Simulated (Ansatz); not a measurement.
**A computed series for ZnO: pressure series**

Start from ZnO in the wurtzite structure (space group P6_3mc, No. 186; a = 3.235 Å, c = 5.211 Å).

Cell and atoms are relaxed at each pressure.

Method: Ansatz (a program for electronic structure) r2SCAN, no spin-orbit coupling.

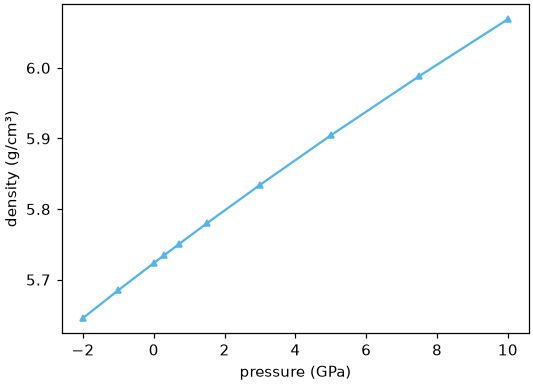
Figure. Density against pressure

| pressure (GPa) | density |
|---|---|
| -2 | 5.65 g/cm³ |
| -1 | 5.69 g/cm³ |
| 0.3 | 5.73 g/cm³ |
| 0.7 | 5.75 g/cm³ |
| 1.5 | 5.78 g/cm³ |
| 3 | 5.83 g/cm³ |
| 5 | 5.90 g/cm³ |
| 7.5 | 5.99 g/cm³ |
| 10 | 6.07 g/cm³ |

Load acts through the strain it causes; cell and atoms are relaxed under it. No phonon test of stability was made. Measured, ZnO leaves this structure (for rock salt) near 9.1 GPa (temperature not stated; as listed in Datta, Sujoy, Jana, Debnarayan, arXiv (2020)), on rising pressure, with hysteresis.
